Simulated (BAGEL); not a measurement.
# singlet GeNH3Cl+: a chain of runs

Wanted: a single-point energy (singlet GeNH3Cl+, HF/def2-SVP), then a single-point energy (doublet GeNH3Cl, NEVPT2(3,2)/def2-SVP), then the energy (doublet GeNH3Cl, CASPT2(3,2)/def2-SVP) of ClGeH3N. 

The results are computed with BAGEL 1.2.2.

### 1 The system as given

GeNH3Cl+: 6 atoms, total charge +1, spin state singlet. As SMILES of the parent species, `[NH2][GeH][Cl]`. The Ge2–H6 distance was set to 2.496 Å, away from the relaxed value. That shape belongs to the parent species and isn't relaxed for this state. At this shape a bond of the SMILES string is far longer than usual.

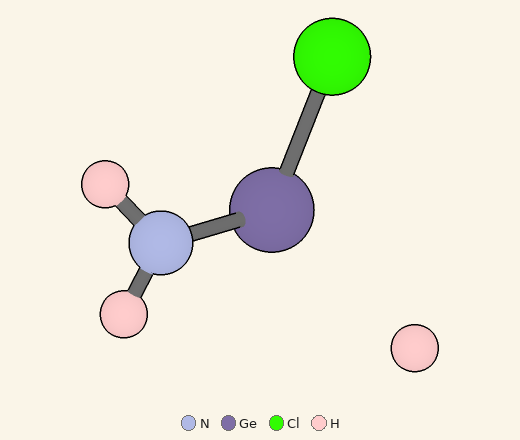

Viewed from a chosen angle; nitrogen light blue, germanium purple, chlorine green, hydrogen pink.

### 2 The energy at HF/def2-SVP (density fitting with svp-jkfit) (run 1)

The input, job.json:

```json
{ "bagel" : [

{
  "title" : "molecule",
  "basis" : "svp",
  "df_basis" : "svp-jkfit",
  "angstrom" : false,
  "geometry" : [
    { "atom" : "N", "xyz" : [    -1.94076385,    -0.66932588,    -2.04663764 ] },
    { "atom" : "Ge", "xyz" : [    -0.95489373,    -1.55541846,     1.15909375 ] },
    { "atom" : "Cl", "xyz" : [     1.25155049,    -4.96807486,     0.62089975 ] },
    { "atom" : "H", "xyz" : [    -2.95781445,     0.94317743,    -2.18477662 ] },
    { "atom" : "H", "xyz" : [    -2.77677869,    -2.05298334,    -3.06501105 ] },
    { "atom" : "H", "xyz" : [     1.97136229,     1.83133359,     2.64429377 ] }
  ]
},

{ "title" : "hf", "charge" : 1 },

{ "title" : "print", "file" : "orbitals.molden", "orbitals" : true }

]}
```

Launch:

```console
$ BAGEL_NUM_THREADS=1 BAGEL job.json > job.out
```

The log of the run:

```text
* using 1 threads per process

  ===============================================================
  ===============================================================

  *** Geometry ***

  { "atom" : "N", "xyz" : [     -1.940764,     -0.669326,     -2.046638 ] },
  { "atom" : "Ge", "xyz" : [     -0.954894,     -1.555418,      1.159094 ] },
  { "atom" : "Cl", "xyz" : [      1.251550,     -4.968075,      0.620900 ] },
  { "atom" : "H", "xyz" : [     -2.957814,      0.943177,     -2.184777 ] },
  { "atom" : "H", "xyz" : [     -2.776779,     -2.052983,     -3.065011 ] },
  { "atom" : "H", "xyz" : [      1.971362,      1.831334,      2.644294 ] },

  Number of auxiliary basis functions:      525

  Since a DF basis is specified, we compute 2- and 3-index integrals:
    o Being stored without compression. Storage requirement is 0.026 GB

  Number of basis functions:       79
  Number of electrons      :       59

    * METHOD: MOLECULE                             0.27

  *** RHF ***

  === Nuclear Repulsion ===
   254.0683261819

      * DIIS with orbital gradients will be used.

  === RHF iteration (svp) ===
      0      -2590.06033752          0.01725334           0.08
      1      -2590.13897280          0.01549613           0.09
      2      -2590.22845348          0.00142868           0.08
      3      -2590.23069322          0.00064609           0.08
      4      -2590.23109950          0.00018982           0.08
      5      -2590.23116521          0.00009123           0.08
      6      -2590.23117660          0.00004341           0.08
      7      -2590.23117964          0.00000962           0.08
      8      -2590.23117982          0.00000351           0.08
      9      -2590.23117984          0.00000243           0.08
     10      -2590.23117985          0.00000078           0.08
     11      -2590.23117985          0.00000046           0.08
     12      -2590.23117985          0.00000019           0.08
     13      -2590.23117985          0.00000009           0.08
     14      -2590.23117985          0.00000003           0.08
     15      -2590.23117985          0.00000002           0.08
     16      -2590.23117985          0.00000001           0.08
    * SCF iteration converged.

    * Permanent dipole moment:
           (    1.004321,    -1.623081,    -0.338406) a.u.

    * METHOD: HF                                   1.58

    * METHOD: PRINT                                0.02

  ===============================================================
```

Run time: 2 s. Hardware: 1 thread of Arm Neoverse V1, shared host; peak memory 0.14 GiB.

### 3 Doublet neutral GeNH3Cl: a single-point energy at NEVPT2(3,2)/def2-SVP (density fitting with svp-jkfit) (run 2)

The input, nevpt2.json:

```json
{ "bagel" : [

{
  "title" : "molecule",
  "basis" : "svp",
  "df_basis" : "svp-jkfit",
  "geometry" : [
    { "atom" : "N", "xyz" : [ -1.94076385, -0.66932588, -2.04663764 ] },
    { "atom" : "Ge", "xyz" : [ -0.95489373, -1.55541846,  1.15909375 ] },
    { "atom" : "Cl", "xyz" : [  1.25155049, -4.96807486,  0.62089975 ] },
    { "atom" : "H", "xyz" : [ -2.95781445,  0.94317743, -2.18477662 ] },
    { "atom" : "H", "xyz" : [ -2.77677869, -2.05298334, -3.06501105 ] },
    { "atom" : "H", "xyz" : [  1.97136229,  1.83133359,  2.64429377 ] }
  ]
},
{
  "title" : "hf",
  "charge" : 1
},
{
  "title" : "casscf",
  "nstate" : 1,
  "nact" : 2,
  "nclosed" : 28,
  "nspin" : 1,
  "active" : [29, 30],
  "maxiter" : 200,
  "natocc" : true
},
{
  "title" : "nevpt2",
  "nstate" : 1,
  "nact" : 2,
  "nclosed" : 28,
  "nspin" : 1,
  "active" : [29, 30],
  "maxiter" : 200,
  "natocc" : true,
  "ncore" : 15
},
{
  "title" : "print",
  "file" : "orbitals.molden",
  "orbitals" : true
}

]}
```

Launch:

```console
$ BAGEL_NUM_THREADS=1 BAGEL nevpt2.json > nevpt2.out
```

The log of the run:

```text
* using 1 threads per process

  ===============================================================
  ===============================================================

  *** Geometry ***

  { "atom" : "N", "xyz" : [     -1.940764,     -0.669326,     -2.046638 ] },
  { "atom" : "Ge", "xyz" : [     -0.954894,     -1.555418,      1.159094 ] },
  { "atom" : "Cl", "xyz" : [      1.251550,     -4.968075,      0.620900 ] },
  { "atom" : "H", "xyz" : [     -2.957814,      0.943177,     -2.184777 ] },
  { "atom" : "H", "xyz" : [     -2.776779,     -2.052983,     -3.065011 ] },
  { "atom" : "H", "xyz" : [      1.971362,      1.831334,      2.644294 ] },

  Number of auxiliary basis functions:      525

  Since a DF basis is specified, we compute 2- and 3-index integrals:
    o Being stored without compression. Storage requirement is 0.026 GB

  Number of basis functions:       79
  Number of electrons      :       59

    * METHOD: MOLECULE                             0.27

  *** RHF ***

  === Nuclear Repulsion ===
   254.0683261819

      * DIIS with orbital gradients will be used.

  === RHF iteration (svp) ===
      0      -2590.06033752          0.01725334           0.08
      1      -2590.13897280          0.01549613           0.08
      2      -2590.22845348          0.00142868           0.08
      3      -2590.23069322          0.00064609           0.08
      4      -2590.23109950          0.00018982           0.08
      5      -2590.23116521          0.00009123           0.08
      6      -2590.23117660          0.00004341           0.08
      7      -2590.23117964          0.00000962           0.09
      8      -2590.23117982          0.00000351           0.08
      9      -2590.23117984          0.00000243           0.08
     10      -2590.23117985          0.00000078           0.08
     11      -2590.23117985          0.00000046           0.08
     12      -2590.23117985          0.00000019           0.08
     13      -2590.23117985          0.00000009           0.08
     14      -2590.23117985          0.00000003           0.08
     15      -2590.23117985          0.00000002           0.08
     16      -2590.23117985          0.00000001           0.08
    * SCF iteration converged.

    * Permanent dipole moment:
           (    1.004321,    -1.623081,    -0.338406) a.u.

    * METHOD: HF                                   1.58

  ---------------------------
      CASSCF calculation
  ---------------------------

    ==== Active orbitals : =====
         Orbital 29
         Orbital 30
    ============================

    * nstate   :      1
    * nclosed  :     28
    * nact     :      2
    * nvirt    :     49
  === CASSCF iteration (svp) ===

    * Using the second-order algorithm

      0  0     -2590.53160331     1.07e-02      0.02

      1  0     -2590.56297668     3.28e-03      0.44

      2  0     -2590.57139973     4.22e-03      0.41

      3  0     -2590.55606042     1.84e-01      0.42

  ERROR: EXCEPTION RAISED:  max size reached in AugHess
```

Run time: 6 s. Hardware: 1 thread of Arm Neoverse V1, shared host; peak memory 0.14 GiB.

The run stopped without converging.

### 4 Doublet neutral GeNH3Cl: the energy at CASPT2(3,2)/def2-SVP (density fitting with svp-jkfit) (run 3)

The input, calc.json:

```json
{ "bagel": [

{
  "title": "molecule",
  "basis": "svp",
  "df_basis": "svp-jkfit",
  "geometry": [
    { "atom": "N", "xyz": [    -1.94076385,    -0.66932588,    -2.04663764 ] },
    { "atom": "Ge", "xyz": [    -0.95489373,    -1.55541846,     1.15909375 ] },
    { "atom": "Cl", "xyz": [     1.25155049,    -4.96807486,     0.62089975 ] },
    { "atom": "H", "xyz": [    -2.95781445,     0.94317743,    -2.18477662 ] },
    { "atom": "H", "xyz": [    -2.77677869,    -2.05298334,    -3.06501105 ] },
    { "atom": "H", "xyz": [     1.97136229,     1.83133359,     2.64429377 ] }
  ]
},

{ "title": "hf", "charge": 1 },

{ "title": "casscf", "nstate": 1, "nact": 2, "nclosed": 28, "nspin": 1, "active": [29, 30], "maxiter": 200, "natocc": true },

{ "title": "print", "file": "orbitals.molden", "orbitals": true },

{ "title": "smith", "method": "caspt2", "ms": true, "xms": true, "sssr": true, "shift": 0.2, "shift_imag": true, "ncore": 15 }

]}
```

Launch:

```console
$ BAGEL_NUM_THREADS=1 BAGEL calc.json > calc.out
```

The log of the run:

```text
* using 1 threads per process

  ===============================================================
  ===============================================================

  *** Geometry ***

  { "atom" : "N", "xyz" : [     -1.940764,     -0.669326,     -2.046638 ] },
  { "atom" : "Ge", "xyz" : [     -0.954894,     -1.555418,      1.159094 ] },
  { "atom" : "Cl", "xyz" : [      1.251550,     -4.968075,      0.620900 ] },
  { "atom" : "H", "xyz" : [     -2.957814,      0.943177,     -2.184777 ] },
  { "atom" : "H", "xyz" : [     -2.776779,     -2.052983,     -3.065011 ] },
  { "atom" : "H", "xyz" : [      1.971362,      1.831334,      2.644294 ] },

  Number of auxiliary basis functions:      525

  Since a DF basis is specified, we compute 2- and 3-index integrals:
    o Being stored without compression. Storage requirement is 0.026 GB

  Number of basis functions:       79
  Number of electrons      :       59

    * METHOD: MOLECULE                             0.27

  *** RHF ***

  === Nuclear Repulsion ===
   254.0683261819

      * DIIS with orbital gradients will be used.

  === RHF iteration (svp) ===
      0      -2590.06033752          0.01725334           0.09
      1      -2590.13897280          0.01549613           0.08
      2      -2590.22845348          0.00142868           0.08
      3      -2590.23069322          0.00064609           0.08
      4      -2590.23109950          0.00018982           0.08
      5      -2590.23116521          0.00009123           0.08
      6      -2590.23117660          0.00004341           0.08
      7      -2590.23117964          0.00000962           0.08
      8      -2590.23117982          0.00000351           0.08
      9      -2590.23117984          0.00000243           0.08
     10      -2590.23117985          0.00000078           0.09
     11      -2590.23117985          0.00000046           0.08
     12      -2590.23117985          0.00000019           0.08
     13      -2590.23117985          0.00000009           0.08
     14      -2590.23117985          0.00000003           0.08
     15      -2590.23117985          0.00000002           0.08
     16      -2590.23117985          0.00000001           0.08
    * SCF iteration converged.

    * Permanent dipole moment:
           (    1.004321,    -1.623081,    -0.338406) a.u.

    * METHOD: HF                                   1.61

  ---------------------------
      CASSCF calculation
  ---------------------------

    ==== Active orbitals : =====
         Orbital 29
         Orbital 30
    ============================

    * nstate   :      1
    * nclosed  :     28
    * nact     :      2
    * nvirt    :     49
  === CASSCF iteration (svp) ===

    * Using the second-order algorithm

      0  0     -2590.53160331     1.07e-02      0.02

      1  0     -2590.56297668     3.28e-03      0.44

      2  0     -2590.57139973     4.22e-03      0.41

      3  0     -2590.55606042     1.84e-01      0.42

  ERROR: EXCEPTION RAISED:  max size reached in AugHess
```

Run time: 6 s. Hardware: 1 thread of Arm Neoverse V1, shared host; peak memory 0.14 GiB.

The run stopped without converging.

### 5 Results

| quantity | value |
| --- | --- |
| run 1, HF/def2-SVP: total energy | -2590.23118 Eh |
| run 1, HF/def2-SVP: HOMO energy | -16.29 eV |
| run 1, HF/def2-SVP: LUMO energy | -8.06 eV |
| run 1, HF/def2-SVP: HOMO–LUMO gap | 8.23 eV |
| doublet neutral GeNH3Cl, run 2 | no result (not converged) |
| doublet neutral GeNH3Cl, run 3 | no result (not converged) |

2 of the 3 runs did not end normally.
